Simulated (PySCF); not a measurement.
# BH5P2: the cost of one run

The runs use PySCF 2.14.0, with density-fitted response routines of our own; the level of theory stands in each step. All values are computed, except where a source is named. Atoms count from 0, in the outputs and in this text.

**1. The starting structure**

8 atoms, charge 0, multiplicity 1; geometry from: GFN2-xTB.

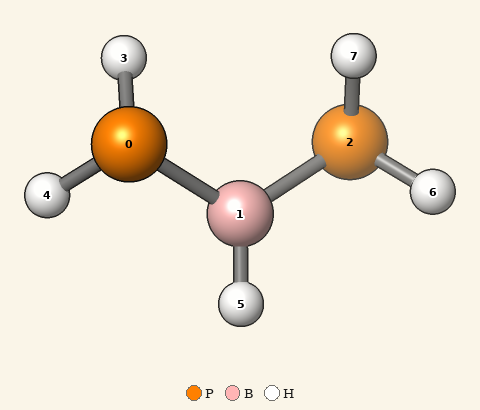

As it starts; phosphorus orange, boron pink, hydrogen white, atoms numbered.

**2. Relaxing the molecule at PBE0-D3(BJ)/def2-SVP**

Job settings and geometry (Å):

```
{"job": {"xc": "PBE0", "basis": "def2-SVP", "d3": "d3bj", "grid": 1, "kind": "geom"}, "charge": 0, "multiplicity": 1}
P     -1.573265     0.346888     0.336619
B      0.054613    -0.567831     0.321584
P      1.533305     0.105329    -0.599701
H     -1.558180     0.922574    -0.920176
H     -2.448085    -0.672383     0.016650
H      0.150282    -1.582009     0.899718
H      2.513729    -0.008073     0.365909
H      1.336659     1.464917    -0.445169
```

The run is started by

```sh
$ OMP_NUM_THREADS=1 python probes_run.py task.json out
```

This one command runs all jobs of the session in turn.

Q: Estimate the wall time and peak memory of this first job on 1 thread of Intel Xeon Platinum 8488C, shared host.

About 9.4 s, with a peak of 0.33 GiB.
